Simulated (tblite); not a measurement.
**Run report: C2H10BN3Si, geometry relaxation (part 2 of 2)**

Continued. System: C2H10BN3Si. Method: GFN2-xTB geometry optimisation, gas phase (tblite 0.8.0). It belongs to a series of runs on one base structure; here: H on Si replaced by NH2.

Geometry of the input (Å):
```
N  2.7839  -0.4813  0.9485
Si 1.2158  -0.2390  0.1145
N  0.2008  -1.6604  0.5487
B  -1.2034  -1.2839  0.1046
C  -1.8810  0.1065  0.2260
C  -0.9994  1.2957  0.1452
N  0.3017  1.1692  0.7424
H  2.7202  -0.3335  1.9775
H  3.5471  0.1178  0.5983
H  1.4478  -0.1443  -1.3147
H  0.5183  -2.4951  -0.0036
H  -1.9047  -2.2034  -0.2129
H  -2.6014  0.1856  -0.6300
H  -2.5213  0.1791  1.1271
H  -0.9674  1.6483  -0.9140
H  -1.5158  2.1252  0.7085
H  0.8518  2.0255  0.4731
```

### Trajectory as extended XYZ, continued
```
17
Properties=species:S:1:pos:R:3:forces:R:3 step=46 energy=-576.89560
N     2.6240   -0.5308    0.9851   -0.0200   0.0010   0.0120
Si    1.2951   -0.0969   -0.0213   -0.0030   0.0390  -0.0250
N     0.1714   -1.4265   -0.0218    0.0100   0.0020   0.0300
B    -1.2028   -1.3306    0.1536   -0.0240   0.0530  -0.0250
C    -1.9018    0.0899    0.3061    0.0140   0.0940  -0.0080
C    -1.0358    1.3185    0.0061    0.0350   0.0330   0.0000
N     0.3048    1.1827    0.5650    0.0030  -0.0020  -0.0290
H     2.4482   -0.6414    1.9702    0.0170  -0.0240   0.0280
H     3.4948   -0.0490    0.8469   -0.0020   0.0230   0.0110
H     1.8759    0.0614   -1.3668   -0.0350  -0.0200   0.0290
H     0.5810   -2.3432   -0.1038    0.0240  -0.0090  -0.0100
H    -1.8516   -2.3063    0.2300   -0.0500  -0.0540  -0.0250
H    -2.7964    0.1484   -0.3205    0.0380  -0.0060  -0.0230
H    -2.2763    0.1645    1.3323    0.0930  -0.0100   0.0220
H    -0.9740    1.4719   -1.0819   -0.0880  -0.0550   0.0080
H    -1.4962    2.2164    0.4352   -0.0030  -0.0410   0.0010
H     0.7327    2.0829    0.7250   -0.0090  -0.0240   0.0030
17
Properties=species:S:1:pos:R:3:forces:R:3 step=49 energy=-576.89986
N     2.6240   -0.5223    0.9939    0.0100  -0.0180   0.0090
Si    1.2959   -0.1009   -0.0183   -0.0210   0.0120   0.0890
N     0.1681   -1.4277   -0.0205    0.0010   0.0110   0.0120
B    -1.2095   -1.3259    0.1393    0.0140  -0.0670   0.0140
C    -1.8998    0.0973    0.3177    0.0070  -0.0920   0.0010
C    -1.0324    1.3162   -0.0011   -0.0690  -0.0140  -0.0210
N     0.3051    1.1806    0.5592   -0.0440   0.0660  -0.0360
H     2.4533   -0.6684    1.9758    0.0080   0.0010  -0.0150
H     3.4869   -0.0228    0.8648   -0.0300   0.0010   0.0330
H     1.8834    0.0630   -1.3532    0.0040  -0.0250  -0.0760
H     0.5768   -2.3450   -0.1112   -0.0100   0.0210  -0.0070
H    -1.8576   -2.3094    0.1930   -0.0180   0.0590  -0.0270
H    -2.8130    0.1552   -0.2802    0.0260   0.0390  -0.0440
H    -2.2412    0.1678    1.3557    0.0920  -0.0050   0.0190
H    -0.9781    1.4534   -1.0909   -0.0560  -0.0390  -0.0170
H    -1.4958    2.2154    0.4170    0.0130   0.0370   0.0250
H     0.7268    2.0856    0.6987    0.0740   0.0130   0.0400
17
Properties=species:S:1:pos:R:3:forces:R:3 step=52 energy=-576.90703
N     2.6198   -0.5169    1.0129    0.0100  -0.0240   0.0020
Si    1.2951   -0.0989   -0.0049    0.0160  -0.0190  -0.0340
N     0.1643   -1.4244   -0.0240    0.0060  -0.0050  -0.0110
B    -1.2159   -1.3257    0.1222    0.0550  -0.0370   0.0340
C    -1.8935    0.0984    0.3432   -0.0120  -0.0790   0.0270
C    -1.0380    1.3098   -0.0198   -0.0430  -0.0190  -0.0110
N     0.2990    1.1910    0.5392    0.0390   0.0400  -0.0120
H     2.4522   -0.7246    1.9845   -0.0110   0.0250  -0.0430
H     3.4667    0.0162    0.9136   -0.0380  -0.0130   0.0430
H     1.8982    0.0708   -1.3395   -0.0270  -0.0560   0.0160
H     0.5723   -2.3388   -0.1464   -0.0150   0.0310   0.0110
H    -1.8694   -2.3069    0.1391   -0.0030   0.0590  -0.0260
H    -2.8348    0.1700   -0.2098    0.0210   0.0100   0.0660
H    -2.1551    0.1759    1.4043   -0.0160  -0.0510  -0.0420
H    -0.9995    1.3998   -1.1137   -0.0020   0.0430  -0.0520
H    -1.4951    2.2217    0.3765   -0.0270   0.0340  -0.0120
H     0.7267    2.0947    0.6620    0.0470   0.0610   0.0440
17
Properties=species:S:1:pos:R:3:forces:R:3 step=55 energy=-576.90994
N     2.6195   -0.5175    1.0173   -0.0290  -0.0290  -0.0340
Si    1.2972   -0.0985   -0.0043   -0.0120   0.0340  -0.0060
N     0.1649   -1.4217   -0.0292    0.0130  -0.0060   0.0210
B    -1.2135   -1.3279    0.1192   -0.0170   0.0530  -0.0180
C    -1.8908    0.0929    0.3501    0.0570   0.0850  -0.0130
C    -1.0448    1.3084   -0.0305    0.0750   0.0390   0.0070
N     0.2985    1.1974    0.5237    0.0240   0.0210  -0.0170
H     2.4493   -0.7424    1.9831   -0.0420   0.0010   0.0220
H     3.4597    0.0271    0.9371    0.0050   0.0200   0.0110
H     1.9051    0.0657   -1.3345   -0.0040  -0.0510  -0.0240
H     0.5694   -2.3356   -0.1515    0.0410  -0.0360  -0.0100
H    -1.8746   -2.3004    0.1222   -0.0030  -0.0260  -0.0120
H    -2.8451    0.1741   -0.1760   -0.0060  -0.0330   0.0390
H    -2.1210    0.1703    1.4163   -0.0420  -0.0410   0.0250
H    -1.0104    1.3952   -1.1273   -0.0110   0.0030   0.0290
H    -1.4994    2.2261    0.3614   -0.0200  -0.0470  -0.0220
H     0.7292    2.0989    0.6626   -0.0280   0.0120   0.0030
17
Properties=species:S:1:pos:R:3:forces:R:3 step=58 energy=-576.91285
N     2.6151   -0.5212    1.0217    0.0110   0.0140   0.0040
Si    1.2973   -0.0953   -0.0041    0.0060  -0.0100   0.0210
N     0.1657   -1.4206   -0.0311    0.0140  -0.0060   0.0100
B    -1.2138   -1.3246    0.1110   -0.0060  -0.0070  -0.0200
C    -1.8817    0.0966    0.3632   -0.0010  -0.0170   0.0180
C    -1.0414    1.3086   -0.0389   -0.0240   0.0030   0.0070
N     0.3039    1.2095    0.5097   -0.0170  -0.0010  -0.0210
H     2.4400   -0.7644    1.9830   -0.0560   0.0000  -0.0100
H     3.4447    0.0446    0.9654   -0.0240  -0.0080   0.0000
H     1.9119    0.0542   -1.3314    0.0050  -0.0340  -0.0480
H     0.5720   -2.3334   -0.1643    0.0130   0.0100   0.0000
H    -1.8801   -2.2963    0.0950    0.0300   0.0180  -0.0060
H    -2.8534    0.1777   -0.1294    0.0070  -0.0070  -0.0240
H    -2.0903    0.1610    1.4355    0.0230   0.0180   0.0260
H    -1.0209    1.3774   -1.1377    0.0310   0.0020   0.0370
H    -1.5049    2.2258    0.3385    0.0040   0.0190   0.0190
H     0.7288    2.1126    0.6536   -0.0170   0.0050  -0.0120
17
Properties=species:S:1:pos:R:3:forces:R:3 step=62 energy=-576.91474
N     2.6094   -0.5243    1.0259   -0.0160   0.0150  -0.0150
Si    1.2987   -0.0925   -0.0053   -0.0050   0.0230  -0.0560
N     0.1700   -1.4197   -0.0305   -0.0090   0.0220  -0.0130
B    -1.2095   -1.3227    0.1057    0.0150   0.0040   0.0280
C    -1.8757    0.0962    0.3765   -0.0090   0.0090  -0.0060
C    -1.0441    1.3090   -0.0402    0.0220  -0.0060   0.0090
N     0.3062    1.2182    0.4970    0.0120  -0.0180   0.0330
H     2.4163   -0.7777    1.9809   -0.0210   0.0040   0.0110
H     3.4319    0.0521    0.9865    0.0060  -0.0030   0.0230
H     1.9117    0.0384   -1.3394   -0.0070  -0.0150   0.0150
H     0.5788   -2.3289   -0.1789    0.0020  -0.0040   0.0110
H    -1.8766   -2.2911    0.0797    0.0040  -0.0240  -0.0140
H    -2.8528    0.1755   -0.1064    0.0040  -0.0040   0.0120
H    -2.0666    0.1606    1.4530    0.0140   0.0120  -0.0180
H    -1.0217    1.3647   -1.1376   -0.0220   0.0130  -0.0250
H    -1.5080    2.2305    0.3276    0.0130  -0.0100   0.0260
H     0.7248    2.1238    0.6451   -0.0030  -0.0190  -0.0210
17
Properties=species:S:1:pos:R:3:forces:R:3 step=65 energy=-576.91569
N     2.6060   -0.5210    1.0247   -0.0040   0.0120   0.0020
Si    1.2999   -0.0913   -0.0136   -0.0080  -0.0040   0.0240
N     0.1715   -1.4185   -0.0314    0.0020  -0.0090   0.0030
B    -1.2073   -1.3226    0.1058   -0.0180  -0.0110  -0.0020
C    -1.8750    0.0965    0.3749    0.0240  -0.0080  -0.0090
C    -1.0440    1.3112   -0.0387    0.0060  -0.0040  -0.0150
N     0.3077    1.2165    0.4948   -0.0180   0.0000   0.0140
H     2.4059   -0.7741    1.9790   -0.0100   0.0160  -0.0150
H     3.4314    0.0522    0.9897   -0.0120  -0.0100   0.0240
H     1.9114    0.0234   -1.3459    0.0140   0.0110  -0.0310
H     0.5816   -2.3291   -0.1679   -0.0030   0.0060  -0.0040
H    -1.8742   -2.2926    0.0744    0.0170   0.0030   0.0020
H    -2.8525    0.1730   -0.1067   -0.0030   0.0110   0.0160
H    -2.0607    0.1597    1.4520   -0.0090   0.0110  -0.0120
H    -1.0239    1.3757   -1.1368   -0.0300   0.0040   0.0110
H    -1.5068    2.2304    0.3380    0.0220  -0.0230   0.0110
H     0.7220    2.1226    0.6474    0.0290  -0.0040  -0.0180
17
Properties=species:S:1:pos:R:3:forces:R:3 step=68 energy=-576.91641
N     2.6003   -0.5193    1.0274    0.0100   0.0030   0.0200
Si    1.2998   -0.0886   -0.0168    0.0170  -0.0170  -0.0030
N     0.1727   -1.4164   -0.0341    0.0030  -0.0090  -0.0040
B    -1.2060   -1.3227    0.1052    0.0020   0.0040  -0.0110
C    -1.8707    0.0958    0.3815   -0.0190   0.0060   0.0080
C    -1.0432    1.3092   -0.0417   -0.0160   0.0010   0.0080
N     0.3072    1.2183    0.4939    0.0140   0.0000  -0.0330
H     2.3898   -0.7816    1.9770   -0.0090   0.0100  -0.0090
H     3.4243    0.0563    1.0094   -0.0120  -0.0020   0.0080
H     1.9144    0.0190   -1.3505   -0.0020   0.0200   0.0060
H     0.5835   -2.3255   -0.1779   -0.0020   0.0000  -0.0030
H    -1.8695   -2.2932    0.0645   -0.0080  -0.0130   0.0100
H    -2.8549    0.1733   -0.0870    0.0100   0.0070   0.0060
H    -2.0446    0.1641    1.4604   -0.0020  -0.0070  -0.0090
H    -1.0306    1.3687   -1.1402    0.0040   0.0060   0.0120
H    -1.5036    2.2293    0.3337   -0.0090  -0.0040   0.0100
H     0.7241    2.1254    0.6347    0.0190  -0.0030  -0.0160
17
Properties=species:S:1:pos:R:3:forces:R:3 step=72 energy=-576.91708
N     2.5931   -0.5201    1.0350   -0.0150  -0.0160  -0.0090
Si    1.3043   -0.0873   -0.0224   -0.0140   0.0070  -0.0080
N     0.1743   -1.4127   -0.0457   -0.0080   0.0050  -0.0090
B    -1.2039   -1.3219    0.1038   -0.0040  -0.0080   0.0020
C    -1.8674    0.0958    0.3937    0.0170  -0.0100  -0.0020
C    -1.0453    1.3063   -0.0468    0.0200   0.0040   0.0020
N     0.3097    1.2211    0.4794    0.0050   0.0060  -0.0070
H     2.3633   -0.7970    1.9752    0.0020   0.0020   0.0280
H     3.4136    0.0597    1.0416    0.0060   0.0160   0.0030
H     1.9242    0.0269   -1.3521    0.0120   0.0060  -0.0020
H     0.5860   -2.3191   -0.2005   -0.0070  -0.0220  -0.0010
H    -1.8646   -2.2957    0.0641    0.0010   0.0140   0.0060
H    -2.8603    0.1755   -0.0539   -0.0030  -0.0020  -0.0150
H    -2.0190    0.1679    1.4749   -0.0020  -0.0160   0.0170
H    -1.0381    1.3550   -1.1452   -0.0080   0.0070  -0.0070
H    -1.5046    2.2293    0.3218   -0.0050   0.0050   0.0200
H     0.7277    2.1281    0.6169    0.0020   0.0040  -0.0190
17
Properties=species:S:1:pos:R:3:forces:R:3 step=75 energy=-576.91776
N     2.5895   -0.5187    1.0366    0.0010  -0.0050   0.0040
Si    1.3055   -0.0899   -0.0296   -0.0040  -0.0170   0.0170
N     0.1738   -1.4145   -0.0492    0.0170  -0.0200   0.0010
B    -1.2041   -1.3240    0.1018   -0.0050   0.0020  -0.0070
C    -1.8652    0.0949    0.3926    0.0230  -0.0200  -0.0040
C    -1.0434    1.3085   -0.0428   -0.0160  -0.0120   0.0020
N     0.3156    1.2215    0.4703   -0.0180  -0.0030   0.0190
H     2.3531   -0.7878    1.9781   -0.0020  -0.0010   0.0090
H     3.4093    0.0630    1.0481   -0.0100   0.0050  -0.0110
H     1.9266    0.0239   -1.3579    0.0180  -0.0040  -0.0080
H     0.5851   -2.3236   -0.1927   -0.0090   0.0030  -0.0140
H    -1.8645   -2.2987    0.0629    0.0040   0.0290   0.0120
H    -2.8571    0.1779   -0.0569   -0.0030  -0.0050  -0.0090
H    -2.0192    0.1618    1.4740    0.0000  -0.0110   0.0100
H    -1.0449    1.3656   -1.1411   -0.0150   0.0210   0.0030
H    -1.5039    2.2252    0.3406    0.0180   0.0130  -0.0060
H     0.7368    2.1270    0.6048    0.0010   0.0240  -0.0180
17
Properties=species:S:1:pos:R:3:forces:R:3 step=78 energy=-576.91829
N     2.5885   -0.5187    1.0390    0.0030   0.0050   0.0130
Si    1.3051   -0.0940   -0.0302    0.0110   0.0080   0.0000
N     0.1752   -1.4197   -0.0465    0.0010   0.0040  -0.0110
B    -1.2029   -1.3249    0.0997    0.0150   0.0050   0.0100
C    -1.8624    0.0927    0.3931   -0.0170   0.0150  -0.0040
C    -1.0428    1.3092   -0.0383   -0.0030   0.0090   0.0070
N     0.3185    1.2219    0.4688    0.0020  -0.0040   0.0060
H     2.3476   -0.7796    1.9822    0.0060  -0.0010  -0.0070
H     3.4051    0.0680    1.0509   -0.0170  -0.0060  -0.0110
H     1.9240    0.0214   -1.3614    0.0100  -0.0140   0.0220
H     0.5825   -2.3296   -0.1933    0.0090  -0.0020  -0.0100
H    -1.8640   -2.2969    0.0586   -0.0200  -0.0030   0.0080
H    -2.8527    0.1766   -0.0615    0.0070  -0.0100   0.0080
H    -2.0224    0.1577    1.4748    0.0120  -0.0150  -0.0250
H    -1.0500    1.3761   -1.1365   -0.0110   0.0060   0.0140
H    -1.5015    2.2236    0.3535    0.0110   0.0090  -0.0040
H     0.7450    2.1283    0.5867   -0.0190  -0.0070  -0.0180
17
Properties=species:S:1:pos:R:3:forces:R:3 step=81 energy=-576.91888
N     2.5829   -0.5194    1.0466   -0.0160   0.0000  -0.0110
Si    1.3081   -0.0956   -0.0334   -0.0170   0.0120   0.0020
N     0.1776   -1.4208   -0.0550   -0.0140   0.0100  -0.0060
B    -1.1999   -1.3246    0.0976   -0.0020  -0.0050  -0.0040
C    -1.8585    0.0919    0.3980   -0.0030   0.0070  -0.0010
C    -1.0442    1.3096   -0.0374    0.0080   0.0180  -0.0070
N     0.3208    1.2228    0.4604   -0.0040   0.0080  -0.0110
H     2.3319   -0.7846    1.9858    0.0180   0.0040   0.0020
H     3.3935    0.0748    1.0673    0.0050  -0.0040   0.0080
H     1.9350    0.0199   -1.3603    0.0120  -0.0170   0.0170
H     0.5827   -2.3310   -0.2060    0.0130   0.0020  -0.0080
H    -1.8657   -2.2942    0.0580    0.0010  -0.0020   0.0050
H    -2.8536    0.1753   -0.0450    0.0010  -0.0080   0.0050
H    -2.0050    0.1506    1.4813   -0.0010   0.0020  -0.0020
H    -1.0623    1.3794   -1.1351    0.0100  -0.0100  -0.0060
H    -1.4974    2.2263    0.3553   -0.0070  -0.0030   0.0250
H     0.7471    2.1315    0.5616   -0.0040  -0.0120  -0.0080
17
Properties=species:S:1:pos:R:3:forces:R:3 step=84 energy=-576.91917
N     2.5777   -0.5190    1.0500    0.0040   0.0050   0.0040
Si    1.3081   -0.0950   -0.0362   -0.0030  -0.0110   0.0060
N     0.1769   -1.4196   -0.0633    0.0040  -0.0090   0.0050
B    -1.1998   -1.3248    0.0954   -0.0090   0.0070  -0.0120
C    -1.8562    0.0921    0.4011    0.0050  -0.0080   0.0030
C    -1.0449    1.3110   -0.0379   -0.0170  -0.0120   0.0000
N     0.3219    1.2247    0.4529   -0.0060   0.0030  -0.0010
H     2.3243   -0.7881    1.9875    0.0060   0.0000  -0.0010
H     3.3859    0.0784    1.0786    0.0010  -0.0080  -0.0030
H     1.9454    0.0165   -1.3578    0.0080  -0.0130   0.0050
H     0.5841   -2.3297   -0.2119    0.0000   0.0140  -0.0130
H    -1.8667   -2.2942    0.0574    0.0080   0.0030   0.0050
H    -2.8550    0.1753   -0.0331    0.0000  -0.0010   0.0000
H    -1.9933    0.1464    1.4857   -0.0040   0.0140   0.0050
H    -1.0683    1.3781   -1.1354    0.0040   0.0100  -0.0080
H    -1.4959    2.2270    0.3593   -0.0110  -0.0070   0.0060
H     0.7487    2.1331    0.5475    0.0110   0.0150  -0.0010
17
Properties=species:S:1:pos:R:3:forces:R:3 step=88 energy=-576.91943
N     2.5748   -0.5184    1.0540    0.0010  -0.0020   0.0050
Si    1.3076   -0.0958   -0.0352    0.0070   0.0110   0.0000
N     0.1771   -1.4202   -0.0663   -0.0030   0.0130  -0.0060
B    -1.1993   -1.3240    0.0926    0.0050  -0.0100   0.0140
C    -1.8543    0.0915    0.4045   -0.0040   0.0020  -0.0020
C    -1.0475    1.3112   -0.0390    0.0130   0.0060   0.0010
N     0.3214    1.2268    0.4476    0.0080   0.0060  -0.0030
H     2.3204   -0.7918    1.9897    0.0000  -0.0040   0.0100
H     3.3818    0.0800    1.0870    0.0080   0.0000  -0.0070
H     1.9524    0.0110   -1.3534    0.0050  -0.0070  -0.0020
H     0.5854   -2.3279   -0.2243   -0.0050  -0.0030  -0.0040
H    -1.8661   -2.2926    0.0572   -0.0030  -0.0120  -0.0070
H    -2.8560    0.1727   -0.0232   -0.0040   0.0050  -0.0020
H    -1.9848    0.1471    1.4901   -0.0010   0.0050  -0.0030
H    -1.0727    1.3807   -1.1369   -0.0100   0.0010   0.0110
H    -1.4979    2.2262    0.3619   -0.0100  -0.0080  -0.0040
H     0.7506    2.1356    0.5334   -0.0050  -0.0030  -0.0020
17
Properties=species:S:1:pos:R:3:forces:R:3 step=91 energy=-576.91960
N     2.5732   -0.5182    1.0570   -0.0010  -0.0010  -0.0020
Si    1.3087   -0.0952   -0.0352   -0.0030  -0.0020  -0.0010
N     0.1769   -1.4188   -0.0699   -0.0010   0.0010  -0.0010
B    -1.1992   -1.3250    0.0938    0.0060  -0.0010   0.0030
C    -1.8540    0.0908    0.4050    0.0050   0.0020   0.0000
C    -1.0478    1.3113   -0.0381   -0.0010   0.0050  -0.0020
N     0.3226    1.2286    0.4449   -0.0030   0.0020  -0.0050
H     2.3187   -0.7923    1.9925    0.0060   0.0050   0.0020
H     3.3816    0.0787    1.0877    0.0040  -0.0060   0.0060
H     1.9581    0.0062   -1.3516    0.0030   0.0000  -0.0020
H     0.5854   -2.3261   -0.2306   -0.0070   0.0040   0.0000
H    -1.8658   -2.2942    0.0594    0.0040  -0.0040  -0.0050
H    -2.8559    0.1725   -0.0224   -0.0010   0.0030  -0.0020
H    -1.9840    0.1486    1.4903   -0.0050  -0.0040   0.0070
H    -1.0766    1.3838   -1.1355   -0.0030  -0.0040   0.0030
H    -1.5010    2.2236    0.3655    0.0050   0.0030   0.0000
H     0.7519    2.1378    0.5270   -0.0080  -0.0020  -0.0010
```

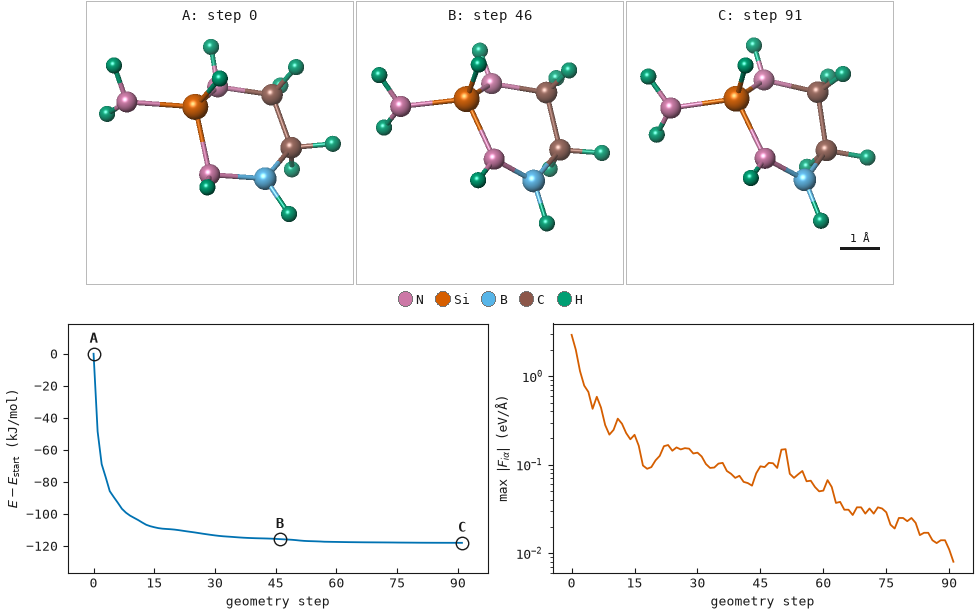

Fig. 1: Frames of the relaxation (ball-and-stick view, seen at a tilt) above the curves, on which the letters mark them (steps are counted from 0).

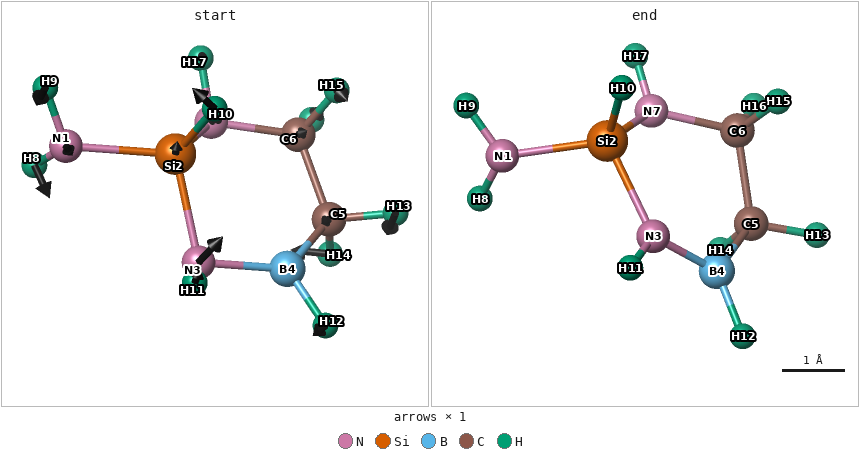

Fig. 2: Before (left) and after (right) the relaxation, at one scale (ball-and-stick view, seen at a tilt). The black arrows give the displacements, at true length. Over 91 geometry steps the energy falls by 118.0 kJ/mol. The largest force component goes from 2.9 to 0.008 eV/Å. H13 moves most after the best rigid fit: 0.66 Å. Largest moves by element: H 0.66 Å, N 0.65 Å, Si 0.23 Å, C 0.20 Å, B 0.04 Å. Among the contacts that change: N3–B4 1.520 → 1.389 Å, N1–Si2 1.793 → 1.724 Å, Si2–N3 1.800 → 1.742 Å, C5–C6 1.483 → 1.528 Å. Among the angles that change: Si2–N3–B4 104.8° → 126.2°, Si2–N7–H17 106.4° → 118.2°, B4–N3–H11 108.8° → 118.8°. (Atoms are counted from 1 in the order of the input.)
